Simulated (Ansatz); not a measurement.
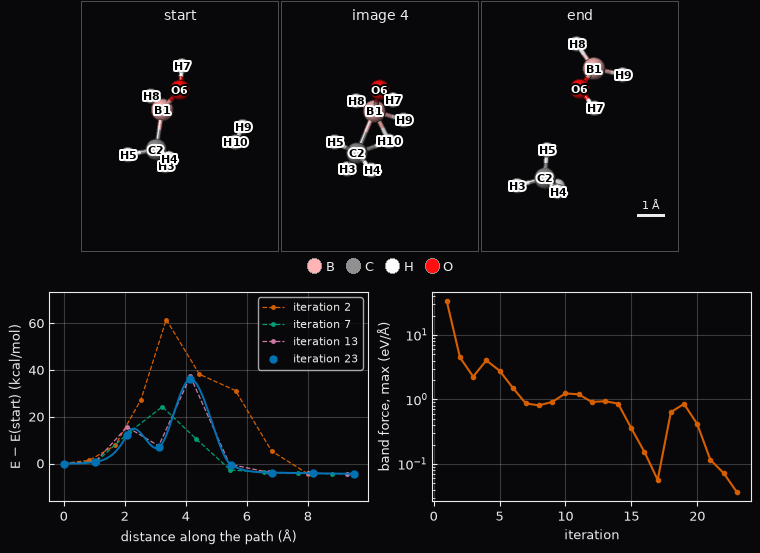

A nudged-elastic-band calculation for CH7BO, made up at the start of CH5BO and H2. Images are numbered from 0 (start) to 8 (end). The plot follows the band through its iterations. A ball-and-stick model, seen at a tilt.

Computed with Ansatz 0.2.0, RKS PBE0/def2-SVP. Run with 7 movable images; climbing image; force threshold 0.05 eV/Å; iteration limit 60; starting path through a guess of the saddle point.

Question: Judge this run.

Answer: The run is converged, with reservations. The band converged in 23 iterations. The largest component of the band force went from 33 to 0.037 eV/Å. The climbing image converged on the top of the path. Its vibrational analysis gives one imaginary mode (1182i cm⁻¹), as a transition state must have. The first iteration put the highest image at 256.3 kcal/mol. The highest point, image 4, lies 36.1 kcal/mol above the start and 40.4 kcal/mol above the end; the end is at −4.4 kcal/mol relative to the start. The profile has 2 maxima (images 2, 4) with a dip at image 3 (+6.9 kcal/mol), so the process runs in steps.

Limits of the set-up: the start holds two separate molecules, 3.0 Å apart at their closest, whose relative position is a soft coordinate and is computed without a dispersion correction.
